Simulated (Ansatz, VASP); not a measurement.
# Si3Os: VASP beside Ansatz, part 2 of 2

Aim: how closely do two programs agree when they are given the same cell, functional and k mesh? The cell is invented: other elements were put on sites of a known structure type. It may not be a known or stable phase. The cell is taken from a series of VASP runs on this material, whose earlier steps may have relaxed, scaled or displaced it; both programs get it as it stands. Valence electrons are named where the data sets of a main pair hold unlike numbers.

VASP 6.6.1 and Ansatz 0.2.0.

So far: The starting structure; VASP: band structure, HSE06.

**3. Ansatz: band structure, HSE06**

Level of this step: Ansatz beside VASP: Kohn-Sham DFT, plane waves, HSE06 (Ansatz).

Ansatz runs on its default PAW (the set named soft_2) files.

The same cell, functional, mesh and smearing now go to Ansatz, which takes its cutoff from its data sets.

Contents of input.yaml:

```yaml
crystal:
  lattice:
    - [-1.9372027446, 1.9372027446, 3.5048178866]
    - [1.9372027446, -1.9372027446, 3.5048178866]
    - [1.9372027446, 1.9372027446, -3.5048178866]
  atoms:
    - { symbol: Si, position: [0.5, 0.5, 0.0] }
    - { symbol: Si, position: [0.75, 0.25, 0.5] }
    - { symbol: Si, position: [0.25, 0.75, 0.5] }
    - { symbol: Os, position: [0.0, 0.0, 0.0] }
hamiltonian:
  xc: { exchange: pbe, correlation: pbe, exx: { coeff: 0.25, omega: 0.2 } }
  pseudopotentials: { kind: paw }
kpoints:
  mp_grid: { grid: [5, 5, 5] }
  band_path:
    path:
      - [0.0, 0.0, 0.0]
      - [0.0, 0.0, 0.5]
      - [-0.15275, 0.15275, 0.5]
      - [-0.32638, 0.32638, 0.32638]
      - [0.0, 0.0, 0.0]
      - [0.5, 0.5, -0.5]
      - [0.32638, 0.67362, -0.32638]
      - [0.0, 0.5, 0.0]
      - [0.25, 0.25, 0.25]
      - [0.5, 0.5, -0.15275]
      - [0.5, 0.5, -0.5]
      - [0.25, 0.25, 0.25]
    npoints: 1
scf:
  occupations: { method: gaussian, width: 0.05 }
  n_extra_bands: 8
output:
  forces: true
  stress: true
  eigenvalues: true
```

Launch:

```sh
$ ansatz run input.yaml --threads 4 --pin off --max-ram 9216MiB --backend cpu --events-out ev --progress --plain --runs-dir out
```

Numbers of over 12 decimals in the logs are rounded to 6 here.

The program printed:

```text
Warning: output.stress: scf.convergence.dr2_threshold = 1e-7 eV (the SCF's general default) is looser than the 4e-10 eV advised for a printed stress (1e-10 eV for each atom of the cell: 4). What an SCF threshold leaves in a stress goes as its square root, and in the free energy as the threshold itself, and one threshold admits the most on a small cell: [figures from the program's tests cut] Set scf.convergence.dr2_threshold to 4e-10 eV or tighter. The threshold is an SCF's pass mark: one that does not reach it within its budget of iterations ends unconverged, or closes short of it on a stop that the run arms, and scf.convergence.dr2_threshold's page says what that costs each kind of run
Warning: output.stress: scf.exx.energy_threshold = 1e-6 eV is looser than the 4e-8 eV advised for a stress under a hybrid functional (1e-8 eV for each atom of the cell: 4). Every SCF of the exchange loop can meet its threshold on dr2 while the loop round them stops early: no threshold on dr2 bounds what that leaves in the stress. Set scf.exx.energy_threshold to 4e-8 eV or tighter. The threshold is the loop's pass mark: a loop that does not reach it within its budget of cycles ends unconverged, and scf.exx.energy_threshold's page has the law
scf.n_extra_bands = 8 over 14 filled bands (N_el = 28.0): the run solves 22 bands
Engine: ansatz 0.2.0, aarch64-unknown-linux-gnu
Pseudopotentials: kind: paw
Pseudopotential: Si, paw, valence charge 4, recommended cutoff 420 eV (normal), Si.paw.azcp
Pseudopotential: Os, paw, valence charge 16, recommended cutoff 420 eV (normal), Os.paw.azcp
Functional definition: unnamed
  parameter a_1 = 0.25
  parameter omega_1 = 0.2/angstrom
  exchange = pbe_x + (-a_1)*pbe_x_sr(omega_1) + a_1*exact_x_sr(omega_1)
  correlation = pbe_c
Crystal: 4 atoms, lattice volume = 52.611 Å³
Basis set: ecut = 420 eV, 1055 PW (Γ), exchange–correlation on 60×60×60 points (8 copies of the dense FFT grid, shifted against one another)
Bands: 22, of which v1, the nominal top of the filled ones, is band 14 counted from 1 (13 counted from 0)
Symmetry: 16 space group operations
Space group: I4/mmm (ITA 139), of the structure as read, at distance tolerance 3.7e-5 Å
k-points: 18 of 125
Non-local potential: Si, projectors of the file, l = 0: 2, l = 1: 2, l = 2: 2
Non-local potential: Os, projectors of the file, l = 0: 3, l = 1: 2, l = 2: 2, l = 3: 1
PAW form: soft (Blöchl's): semilocal exchange-correlation on the pseudo side does not see the compensation charge
PAW frozen core: Si, regenerated for the run's functional, and the local potential with it (the file was generated under x = pbe(κ = 0.804, μ = 0.219515), c = pbe(β = 0.066725))
PAW frozen core: Os, regenerated for the run's functional, and the local potential with it (the file was generated under x = pbe(κ = 0.804, μ = 0.219515), c = pbe(β = 0.066725))
PAW one-centre angular grid: Si, 110 points (default); XC on 64 Gauss nodes
PAW one-centre angular grid: Os, 590 points (default); XC on 64 Gauss nodes
Initial density: superposition of atomic densities (neutral atoms: chi_scale 0, normalization atom), corrected by the library's trained network
Initial wavefunctions: pseudopotential atomic-orbital guess
Functional: x = pbe(κ = 0.804, μ = 0.219515), c = pbe(β = 0.066725), warm-up for x = pbe(κ = 0.804, μ = 0.219515) + 0.25 (exact − pbe) at short range (hse, ω = 0.2 Å⁻¹), c = pbe(β = 0.066725)
SCF iter   1: F=—  HF=-13290.822228 eV  |F-HF|=—  |Δ(HF+E_count)|=         —  Δρ=1.14e-2  dr2=7.07e-2  ethr=1.77e-3  ⟨swp⟩=7.4  Hψ=1742  notcnv=0
preconditioner: auto → none  [insulator: Δε(μ)=0.065 eV  Ē_g=9.567 eV  σ=0.050 eV  W_gap=0.61  n_scr=14 (ndim 8)  ℏωp=22.9 eV  f_vac=0.000  D(μ)=3.60/eV (n_scr^D=34)]
iter 2 solved again at ethr=1.65e-5 eV; its pass at ethr=2.53e-4 eV (dr2=4.63e-3 eV) is discarded
SCF iter   2: F=—  HF=-13290.800869 eV  |F-HF|=—  |Δ(HF+E_count)|=   2.14e-2  Δρ=3.55e-3  dr2=4.59e-3  ethr=1.65e-5  ⟨swp⟩=2.1  Hψ=1532  notcnv=0
preconditioner: auto → Kerker (q_TF=auto, 2.456 Å⁻¹)  [metal: Δε(μ)=0.008 eV  Ē_g=9.557 eV  σ=0.050 eV  W_gap=0.09  n_scr=14 (ndim 8)  ℏωp=22.9 eV  f_vac=0.000  D(μ)=5.60/eV (n_scr^D=68)]
SCF iter   3: F=—  HF=-13290.800031 eV  |F-HF|=—  |Δ(HF+E_count)|=   8.38e-4  Δρ=9.82e-4  dr2=3.74e-4  ethr=1.64e-5  ⟨swp⟩=2.9  Hψ=710  notcnv=0
SCF iter   4: F=—  HF=-13290.800006 eV  |F-HF|=—  |Δ(HF+E_count)|=   2.48e-5  Δρ=1.48e-4  dr2=1.40e-5  ethr=1.34e-6  ⟨swp⟩=3.1  Hψ=744  notcnv=0
SCF iter   5: F=—  HF=-13290.800003 eV  |F-HF|=—  |Δ(HF+E_count)|=   2.78e-6  Δρ=3.11e-5  dr2=4.41e-7  ethr=5.01e-8  ⟨swp⟩=3.1  Hψ=746  notcnv=0
SCF iter   6: F=—  HF=-13290.800003 eV  |F-HF|=—  |Δ(HF+E_count)|=   1.59e-8  Δρ=5.32e-6  dr2=1.82e-8  ethr=1.57e-9  ⟨swp⟩=3.3  Hψ=777  notcnv=0
SCF iter   7: F=-13290.800003 eV  HF=-13290.800003 eV  |F-HF|=2.42e-10  |Δ(HF+E_count)|=   1.50e-9  Δρ=1.14e-6  dr2=5.00e-10  ethr=6.52e-11  ⟨swp⟩=3.1  Hψ=698  notcnv=0
SCF 1 converged in 7 iterations: F = -13290.800003 eV  dr2 = 5.00e-10
  greatest PAW one-centre occupation: 1.000 electrons in one spin orbital (limit 2), on the Os atom at site 3 (counted from 0), in its partial waves of l = 0
Initial density: handed on by an earlier stage of this run
Initial wavefunctions: those handed on with the density
Functional: x = pbe(κ = 0.804, μ = 0.219515) + 0.25 (exact − pbe) at short range (hse, ω = 0.2 Å⁻¹), c = pbe(β = 0.066725)
Exchange kernel: α = 0.2500, screened, ω = 0.2000 Å⁻¹, Wigner–Seitz truncation, v(0) = 1127.7330 eV·Å³, q-mesh 5×5×5, nearest image of the exchange supercell L = 19.37 Å, pair-density grid 18×18×18, without the augmentation charges, whose exchange is taken in its separable form by FFT convolution over the k-point mesh (sized by the pseudopotential files, 24×24×24 at the most), smooth part of the exact exchange by density-matrix convolution
Frozen-core exchange: fock
iter 1 solved again at ethr=2.68e-4 eV; its pass at ethr=1.00e-1 eV (dr2=7.51e-2 eV) is discarded
SCF iter   1: F=—  HF=-13293.391917 eV  |F-HF|=—  |Δ(HF+E_count)|=         —  Δρ=8.34e-3  dr2=8.02e-2  ethr=2.68e-4  ⟨swp⟩=3.2  Hψ=1573  notcnv=0
preconditioner: auto → Kerker (q_TF=auto, 2.456 Å⁻¹)  [metal: Δε(μ)=0.032 eV  Ē_g=10.897 eV  σ=0.050 eV  W_gap=0.34  n_scr=14 (ndim 8)  ℏωp=22.9 eV  f_vac=0.000  D(μ)=4.81/eV (n_scr^D=60)]
SCF iter   2: F=—  HF=-13293.382962 eV  |F-HF|=—  |Δ(HF+E_count)|=   8.96e-3  Δρ=4.32e-3  dr2=1.51e-2  ethr=2.68e-4  ⟨swp⟩=2.2  Hψ=764  notcnv=0
SCF iter   3: F=—  HF=-13293.378385 eV  |F-HF|=—  |Δ(HF+E_count)|=   4.58e-3  Δρ=1.75e-3  dr2=1.46e-3  ethr=5.23e-5  ⟨swp⟩=2.9  Hψ=742  notcnv=0
SCF iter   4: F=—  HF=-13293.377909 eV  |F-HF|=—  |Δ(HF+E_count)|=   4.76e-4  Δρ=3.63e-4  dr2=7.27e-5  ethr=4.82e-6  ⟨swp⟩=3.0  Hψ=895  notcnv=0
SCF iter   5: F=—  HF=-13293.377904 eV  |F-HF|=—  |Δ(HF+E_count)|=   5.90e-6  Δρ=1.30e-4  dr2=1.91e-5  ethr=2.13e-7  ⟨swp⟩=3.2  Hψ=812  notcnv=0
SCF iter   6: F=-13293.377899 eV  HF=-13293.377900 eV  |F-HF|=3.59e-7  |Δ(HF+E_count)|=   4.10e-6  Δρ=2.30e-5  dr2=3.94e-7  ethr=6.36e-8  ⟨swp⟩=3.1  Hψ=730  notcnv=0
SCF 2 stopped early in 6 iterations: F = -13293.377899 eV  dr2 = 3.94e-7
hybrid outer 1: dexx = +8.713e-3 eV, tail = 9.94e-6 eV
Exchange kernel: α = 0.2500, screened, ω = 0.2000 Å⁻¹, Wigner–Seitz truncation, v(0) = 1127.7330 eV·Å³, q-mesh 5×5×5, nearest image of the exchange supercell L = 19.37 Å, pair-density grid 18×18×18, without the augmentation charges, whose exchange is taken in its separable form by FFT convolution over the k-point mesh (sized by the pseudopotential files, 24×24×24 at the most), smooth part of the exact exchange by density-matrix convolution
Frozen-core exchange: fock
SCF iter   1: F=—  HF=-13293.377911 eV  |F-HF|=—  |Δ(HF+E_count)|=         —  Δρ=3.76e-5  dr2=2.27e-7  ethr=1.77e-7  ⟨swp⟩=5.6  Hψ=1174  notcnv=0
preconditioner: auto → Kerker (q_TF=auto, 2.456 Å⁻¹)  [metal: Δε(μ)=0.015 eV  Ē_g=10.873 eV  σ=0.050 eV  W_gap=0.17  n_scr=14 (ndim 8)  ℏωp=22.9 eV  f_vac=0.000  D(μ)=4.88/eV (n_scr^D=60)]
SCF iter   2: F=—  HF=-13293.377911 eV  |F-HF|=—  |Δ(HF+E_count)|=   6.59e-8  Δρ=2.14e-5  dr2=1.03e-7  ethr=7.54e-10  ⟨swp⟩=3.5  Hψ=770  notcnv=0
SCF iter   3: F=-13293.377911 eV  HF=-13293.377911 eV  |F-HF|=8.54e-9  |Δ(HF+E_count)|=   2.89e-8  Δρ=3.47e-6  dr2=1.17e-8  ethr=3.67e-10  ⟨swp⟩=3.7  Hψ=750  notcnv=0  defer=3
SCF 3 converged in 3 iterations: F = -13293.377911 eV  dr2 = 1.17e-8
  Residual-converged pass: ⟨swp⟩=3.0  Hψ=803  notcnv=0  max |occ|·‖R‖ = 2.0e-6 eV (tolerance 2.4e-6 eV)  dr2=1.21e-8  dr2_onsite=5.11e-10  max |Δocc| = 1.8e-10
hybrid outer 2: dexx = +1.567e-7 eV, tail = 3.06e-8 eV, Δε = 8.36e-4 eV (about 4.73e-5 eV left of the loop's levels)
NSCF: frozen V_eff on 12 k-points
hybrid SCF converged: 2 outer / 9 inner (+7 warm-up), last move |dexx| = 1.57e-7 eV, tail = 3.06e-8 eV
Stability not checked: this state was not tested for a lower state beside it, because the functional holds exact exchange (a hybrid, or Hartree-Fock), whose exchange loop this test does not read (fock_operator; see scf.lower_state_search)
Free energy (F): -13293.377911 eV
Frozen-core exchange: fock
Harris-Foulkes:  -13293.377911 eV  (|F-HF|=8.54e-9)
Internal energy: -13293.371806 eV  (E = F + TS)
E sigma→0 (E₀):  -13293.374859 eV
Entropy (-TS):   -0.006104 eV (-1.526 meV/atom)
Fermi energy:    16.042907 eV
--- Per-component energies (eV) ---
  E_band       = -144.795114
  E_kinetic    = 695.310781
  E_local      = -1506.611600  (includes V_loc(G=0)·N_el)
  E_nonlocal   = 71.662504
  E_hartree    = 643.949046
  E_xc         = -351.544936
  E_vxc        = -345.153727  (∫ρ·V_xc dr)
  E_exx        = -68.745945  (= α·E_x^exact, valence–valence)
  E_paw        = -10568.440835  (= ΣΔE_a)
  E_vpaw       = -210.404663  (= ΣTr[D̂ρ^β])
  E_aug_tail   = -0.000031  (compensation charges beyond the density's cutoff)
  E_ewald      = -2206.391557
  E_core_change = -2.559236  (= ΣΔE_core)
  E_smearing   = -0.006104  (= −TS)
  E_closure    = 0.000003  (closes the sum)
  Σ components = -13293.377911   (vs F -13293.377911, Δ=1.82e-12)
--- Forces (eV/Å), atoms counted from 1 ---
  atom   1  Si     0.00000000     0.00000000     0.00000000
  atom   2  Si    -0.00000000     0.00000000     0.00000000
  atom   3  Si     0.00000000    -0.00000000     0.00000000
  atom   4  Os     0.00000000     0.00000000     0.00000000
  max |Σ_I F_I| component: 1.30e-18 eV/Å
--- Stress (GPa, compression-positive) ---
       -1.363709      -0.000000       0.000000
       -0.000000      -1.363709       0.000000
        0.000000       0.000000      -1.812596
  P = ⅓ Tr σ = -1.5133 GPa (-15.133 kbar)
--- Band table (eV; the first three rows and the last of 18) ---
  k-point 0: bands = [... 10 lower, 12.5797, 12.6474, 13.8803, 13.8803, 16.3660, 17.0475, 18.9298, 18.9298, ... 4 higher]
  k-point 1: bands = [... 10 lower, 13.0300, 14.2313, 14.3892, 14.4530, 15.6004, 16.4832, 19.5491, 19.6906, ... 4 higher]
  k-point 2: bands = [... 10 lower, 11.4675, 13.2258, 13.7803, 16.2943, 17.3452, 17.8697, 19.2213, 21.8787, ... 4 higher]
  k-point 17: bands = [... 10 lower, 12.4068, 12.8600, 13.5898, 16.3122, 18.2111, 18.8728, 19.1147, 20.9308, ... 4 higher]
```

Elapsed: 37 s, on 4 threads of Arm Neoverse V2, shared host; peak memory 1.1 GiB.

**4. Differences**

Known differences besides the potentials themselves: exact exchange at q = 0 is treated differently, which shows on coarse meshes; VASP keeps PBE cores, Ansatz makes them for the functional; the data sets hold 28 valence electrons in Ansatz (on its default PAW (the set named soft_2) files) and 20 in VASP; the cutoff is 420 eV in Ansatz and 400 eV in VASP; VASP takes a coarser grid for exact exchange (PRECFOCK = Fast). Total energies have different zeros and are not compared.

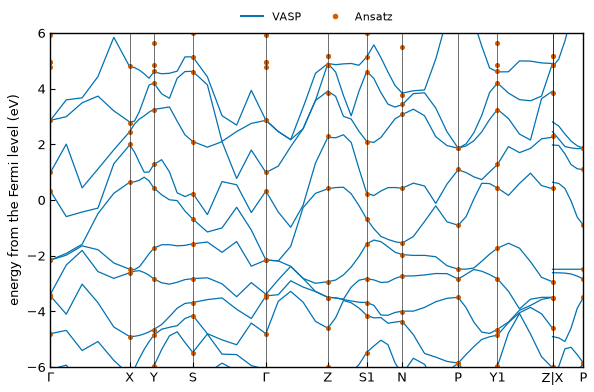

Bands from VASP (lines) and levels from Ansatz (dots). Dots without a line are higher empty bands that the VASP plot leaves out.

Levels from 3 eV below to 2 eV above the Fermi level differ by 10 meV r.m.s. and 25 meV at most; each VASP level is matched to the nearest of Ansatz, which flatters the figure a little.

**5. Results**

| Item | Value |
| --- | --- |
| r.m.s. difference of levels near the Fermi level (band structure, HSE06) | 10 meV |

The r.m.s. difference of levels near the Fermi level is 10 meV (band structure, HSE06), within the 80 meV picked in this series as the mark of a large difference. The data sets hold unlike numbers of valence electrons (28 in Ansatz and 20 in VASP), so part of the differences comes from the potentials. Such differences can come from data sets, numerical settings and the points named under the comparisons, not from the functional's error against experiment.

[Lines on the potential files, build, host, timing and source positions are cut from VASP's logs without a mark.]

[Logs are printed without paths, hosts, clocks, repeated set-up lines and the standing remarks that a program may print on its own settings, such as how far it seeks lower states.]

[Hosts, paths, dates, database ids (printed as entryN), source tags and the programs' standing remarks are cut or masked in the printed files.]
